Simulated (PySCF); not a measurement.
**C₃H₆FNO: density, localisation and related maps**

The calculation's input:

```
{"job": {"kind": "nmr", "xc": "PBE0", "basis": "pcSseg-1"}, "charge": 0, "multiplicity": 1}
C     -1.551013     0.125887    -0.027620
C     -0.346397     0.262715     0.891456
F     -0.278783    -0.829738     1.740811
C      0.942651     0.382426     0.070376
N      1.788192    -0.656150     0.190067
O      1.143826     1.340429    -0.639947
H     -2.468890     0.106129     0.554643
H     -1.476299    -0.794425    -0.602950
H     -1.568013     0.971918    -0.708054
H     -0.439826     1.146967     1.533336
H      2.659071    -0.636757    -0.313438
H      1.596679    -1.420087     0.814732
```

Launched as:

```sh
OMP_NUM_THREADS=1 python probes_run.py task.json out
```

Geometry: GFN2-xTB.

Level of theory: PBE0/pcSseg-1, SCF density, gas phase, non-relativistic (PySCF).

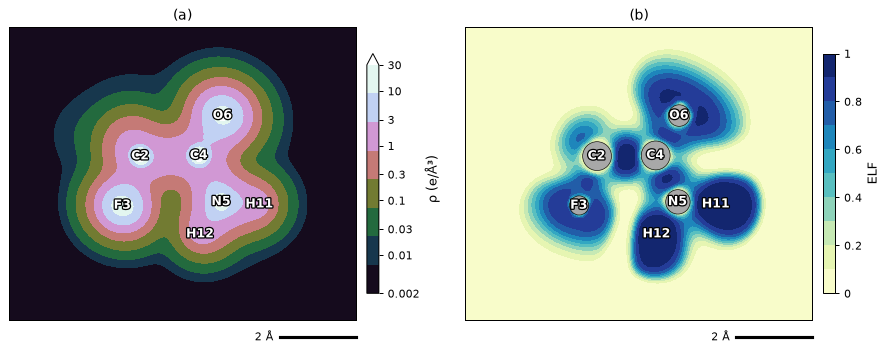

Figure 1. (a) total electron density; (b) electron localisation function on the plane of atoms C2, C4 and N5. Grey discs cover the atomic cores in the ELF map.

Q: Interpret the plot.

A:
- Atoms in the plane: C, F, N, O and H.
- C–O (1.21 Å): ρ is about 3.3 e/Å³ halfway; the ELF peaks at about 0.85 between the atoms: a multiple bond.
- C–N (1.34 Å): ρ is about 2.4 e/Å³ halfway; the ELF peaks at about 0.90 between the atoms: a covalent bond.
- C–F (1.39 Å): the density is about 2 e/Å³ at the midpoint, with its minimum of 1.6 e/Å³ about 0.5 Å from C; the ELF peaks at about 0.85 between the atoms: a polar covalent bond.
- C–C (1.53 Å): the density is about 1.7 e/Å³ at the midpoint; the ELF peaks at about 0.95 between the atoms (localised, covalent bonding).
- N–H (1.01 Å): ρ at the midpoint is about 2.9 e/Å³; the ELF climbs to about 1 towards the hydrogen, as it does in any bond to H (an ordinary covalent bond to hydrogen).
- The ELF also peaks beside F3 and O6, away from the bonds: lone-pair regions.

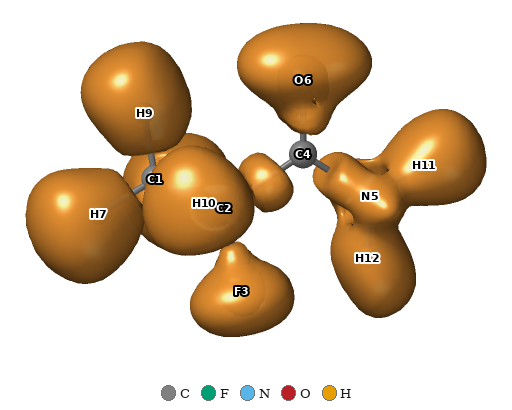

Figure 2. Isosurface of the electron localisation function at 0.75 (orange), seen across its widest extent. Core shells and regions of very low density are left out.

Q: Where are the electrons localised?

A: The ELF exceeds this value in two regions between bonded C–C atoms (shared pairs), four regions around hydrogen nuclei, one region on F in which the atom's valence shell and bonds are merged, one region on O in which the atom's valence shell and bonds are merged and one joined region spread over several atoms (H, N), in which their bonds and any lone pairs are merged.

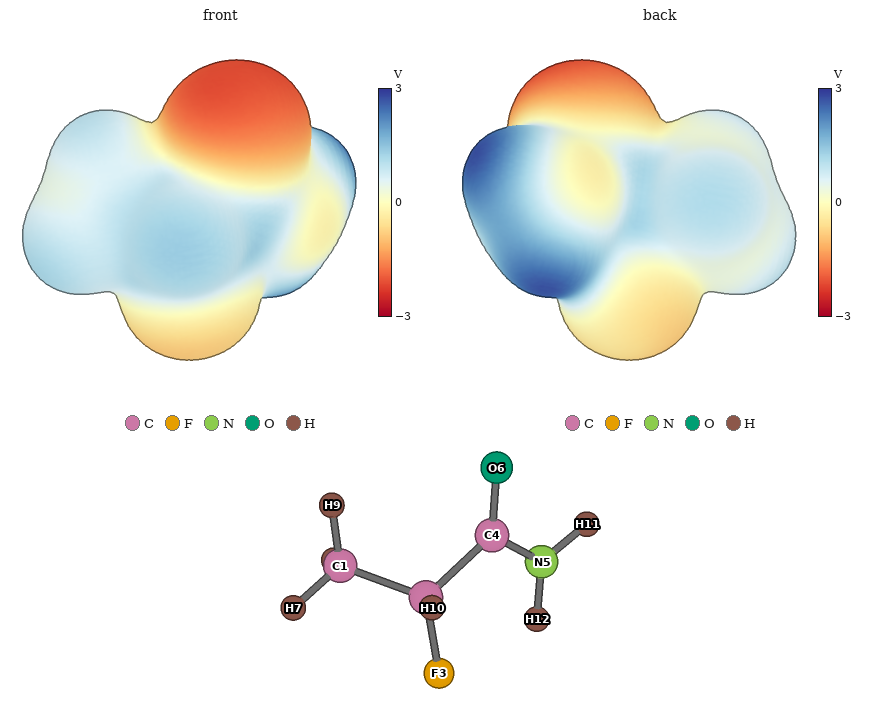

Figure 3. The molecular electrostatic potential painted on the density surface at 0.004 e/bohr³, seen from the front and from behind; red is negative and blue positive. The bare structure is drawn below in the same view.

Q: Describe the electrostatic potential map.

A: The most negative region (about −2.1 V) lies over O6, the most positive (about +2.7 V) over H11 and H12. O6 is the likeliest acceptor of a hydrogen bond.
